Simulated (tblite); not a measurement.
```xyz
20
charge 0, multiplicity 1
N     0.1036    1.2972   -2.7456
C     0.7404    0.9691   -1.8522
C     1.5431    0.5284   -0.7519
C     1.6111   -1.0035   -0.5733
C     1.1853   -0.8528    0.8912
C     0.9247    0.6504    0.6669
Si   -0.9012    1.1872    0.7775
O    -1.8183    0.1411   -0.0360
Si   -2.5624   -0.6619   -1.2397
H     2.5277    0.9989   -0.8319
H     2.5955   -1.4378   -0.7402
H     0.8817   -1.5298   -1.1868
H     1.9867   -1.0564    1.6003
H     0.3112   -1.4364    1.1740
H     1.5297    1.2881    1.3134
H    -1.3385    1.0638    2.1662
H    -1.0631    2.5235    0.2129
H    -1.7457   -1.8506   -1.4943
H    -3.8624   -1.0195   -0.6757
H    -2.6543    0.2118   -2.3993
```

Describe the molecule in this file.

The molecule is C₅H₁₁NOSi₂. As SMILES it reads `N#C[C@@H]1CC[C@@H]1[SiH2]O[SiH3]`. Independent rings (smallest set): 1 of 4 members. Among its groups: nitrile, Si–H bond, Si–O bond. The point group is C1. Coordination, clear cases only: 1 C linear; 2 Si tetrahedral.

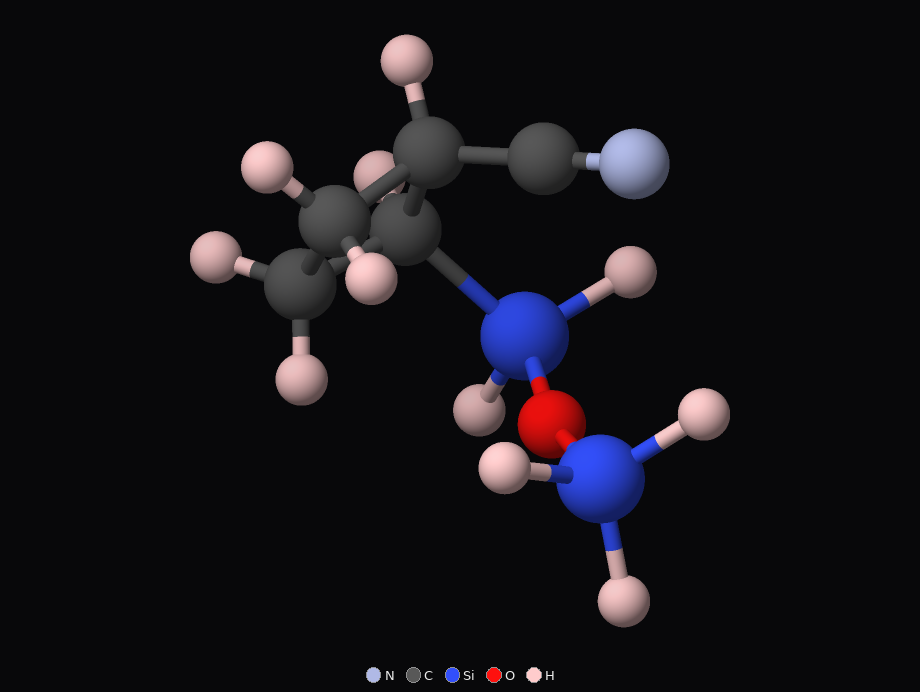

(Drawn from a calculation with tblite.)
